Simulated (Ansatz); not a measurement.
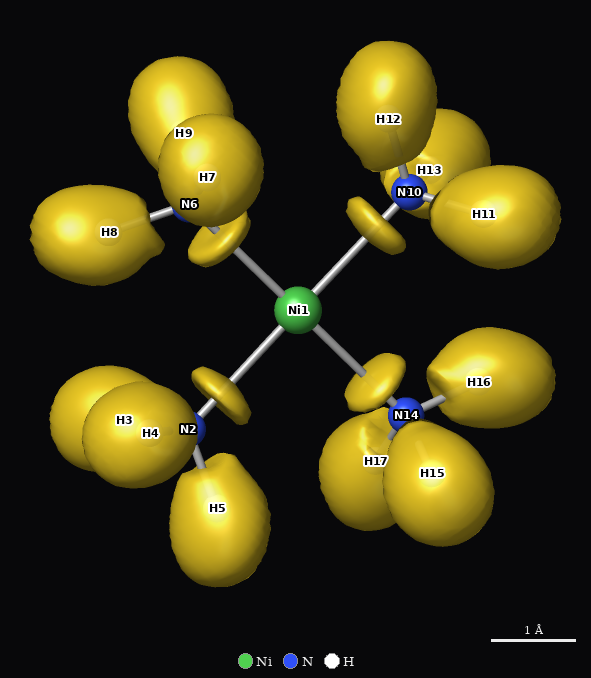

Figure. H12N4Ni (charge +2). Isosurface of the electron localisation function at 0.85 (yellow), seen at a tilt. Only the valence region is drawn (cores and ρ < 0.01 e/Å³ removed).

Geometry: PBE0-D4/def2-SVP.

Method: RKS PBE0-D4/def2-TZVP in Ansatz.

Input

```
crystal:
  periodic: [false, false, false]
  atoms:
    - {symbol: Ni, position_ang: [0.000257, 0.000176, -0.000064]}
    - {symbol: N, position_ang: [1.950926, -0.010426, -0.035119]}
    - {symbol: H, position_ang: [2.367165, 0.317385, 0.845678]}
    - {symbol: H, position_ang: [2.342804, 0.596186, -0.765544]}
    - {symbol: H, position_ang: [2.393160, -0.919962, -0.205343]}
    - {symbol: N, position_ang: [0.011568, 1.950937, 0.026047]}
    - {symbol: H, position_ang: [-0.327102, 2.363144, -0.852581]}
    - {symbol: H, position_ang: [0.923194, 2.393831, 0.182941]}
    - {symbol: H, position_ang: [-0.586007, 2.346201, 0.762155]}
    - {symbol: N, position_ang: [-1.950696, 0.010305, -0.004691]}
    - {symbol: H, position_ang: [-2.353620, -0.590362, -0.734015]}
    - {symbol: H, position_ang: [-2.395760, 0.921070, -0.160333]}
    - {symbol: H, position_ang: [-2.353212, -0.325014, 0.879640]}
    - {symbol: N, position_ang: [-0.011689, -1.950760, 0.013843]}
    - {symbol: H, position_ang: [0.311283, -2.357396, -0.873278]}
    - {symbol: H, position_ang: [-0.920724, -2.394207, 0.183894]}
    - {symbol: H, position_ang: [0.598452, -2.351118, 0.736781]}
basis:
  gaussian: {orbitals: def2-TZVP, initial_orbitals: start.molden}
total_charge: 2
hamiltonian: {xc: pbe0, dispersion: d4}
scf: {omitted_lower_state_checks: [starts]}
output: {orbitals: {seedname: orbitals}}
```

Launched as:

```sh
ansatz run in.yaml --threads 4 --pin off --events-out ev --progress --plain --max-ram 8704MiB
```

Where are the electrons localised?

Answer. The ELF exceeds this value in twelve regions around hydrogen nuclei and four lobes of the valence shell of N pointing towards Ni. Profiles from the grid: Ni–N (1.95 Å): the ELF peaks at about 0.95 in the valence shell of N, 0.6 Å from its nucleus, and is about 0.35 at the midpoint. N–H (1.03 Å): the ELF climbs to about 1 towards the hydrogen, as it does in any bond to H: a covalent bond by its length.
